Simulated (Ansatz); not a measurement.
# CH7ClSi3: the cost of one run

Computed with the Python package of Ansatz 0.2.0. The levels of theory stand in the script.

### Step 1. The structure

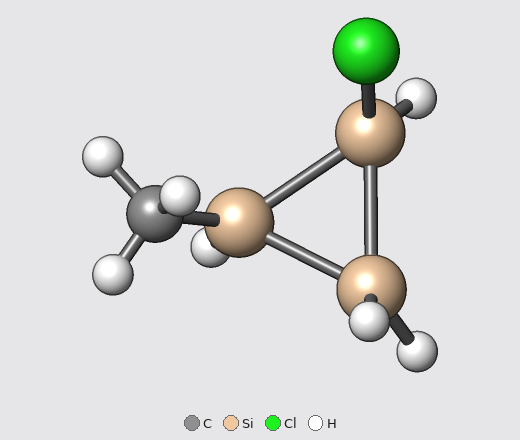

The starting structure, viewed from a chosen angle; carbon grey, silicon light orange, chlorine green, hydrogen white.

ch7clsi3.xyz, read by the script:

```xyz
12

C    -1.54920    0.73820   -0.61680
Si   -0.12520   -0.25910   -0.83680
Si    0.47820   -1.35010    1.04290
Si    1.78710    0.38240    0.27010
Cl    1.55280    2.10000    1.29220
H    -1.64460    1.28460    0.35040
H    -1.60830    1.58100   -1.37600
H    -2.47880    0.21590   -0.74480
H     0.03790   -1.00840   -2.06080
H     0.99960   -2.73400    0.82080
H    -0.43900   -1.13020    2.21180
H     3.06650    0.12440   -0.31890
```

### Step 2. Script

The input, methods_ch7clsi3.py:

```python
# -*- coding: utf-8 -*-
"""One geometry of CH7ClSi3, method by method."""

from pathlib import Path

import ansatz as az
import numpy as np


def main():
    mol = az.Crystal.molecule_from_extxyz("ch7clsi3.xyz")

    model = mol.calculation().basis(gaussian="cc-pVDZ")

    print("functional    E (Ha)        dipole (D)   HOMO (eV)  LUMO (eV)")
    for name in ["hf", "lda", "cam_b3lyp", "r2scan", "hse06"]:
        summary = model.functional(name).forces().orbitals().run(threads=1, backend="cpu", runs_dir="runs").report
        lines = Path(summary["orbitals_path"]).read_text().splitlines()
        field_of = lambda key: [line.split("=")[1].strip() for line in lines if line.startswith(key)]
        orbitals = [(27.211386 * float(e), s, float(n)) for e, s, n in zip(field_of("Ene="), field_of("Spin="), field_of("Occup="))]
        homo = max(e for e, _, n in orbitals if n > 0.5)
        lumo = min(e for e, _, n in orbitals if n < 0.5)
        dipole = 4.803205 * np.linalg.norm(summary["charge_distribution"]["dipole_moment_e_ang"])
        print(f"{name:10s} {summary['free_energy_ev'] / 27.211386246:14.6f} {dipole:9.3f} {homo:11.3f} {lumo:10.3f}")


if __name__ == "__main__":
    main()
```

### Step 3. The calls as engine input

The package turns the script's settings into the engine's input (first run):

```yaml
crystal:
  periodic: [false, false, false]
  atoms:
    - { symbol: C, position_ang: [-1.5492, 0.7382, -0.6168] }
    - { symbol: Si, position_ang: [-0.1252, -0.2591, -0.8368] }
    - { symbol: Si, position_ang: [0.4782, -1.3501, 1.0429] }
    - { symbol: Si, position_ang: [1.7871, 0.3824, 0.2701] }
    - { symbol: Cl, position_ang: [1.5528, 2.1, 1.2922] }
    - { symbol: H, position_ang: [-1.6446, 1.2846, 0.3504] }
    - { symbol: H, position_ang: [-1.6083, 1.581, -1.376] }
    - { symbol: H, position_ang: [-2.4788, 0.2159, -0.7448] }
    - { symbol: H, position_ang: [0.0379, -1.0084, -2.0608] }
    - { symbol: H, position_ang: [0.9996, -2.734, 0.8208] }
    - { symbol: H, position_ang: [-0.439, -1.1302, 2.2118] }
    - { symbol: H, position_ang: [3.0665, 0.1244, -0.3189] }
basis:
  gaussian:
    orbitals: cc-pVDZ
hamiltonian:
  xc: hf
output:
  orbitals: {}
  forces: true
```

### Step 4. Running it

The run is started by

```bash
python methods_ch7clsi3.py
```

**Question.** How long does this script take on 1 thread of Arm Neoverse V1, shared host, and how much memory does it need?

About 44 s, with a peak of 0.44 GiB.
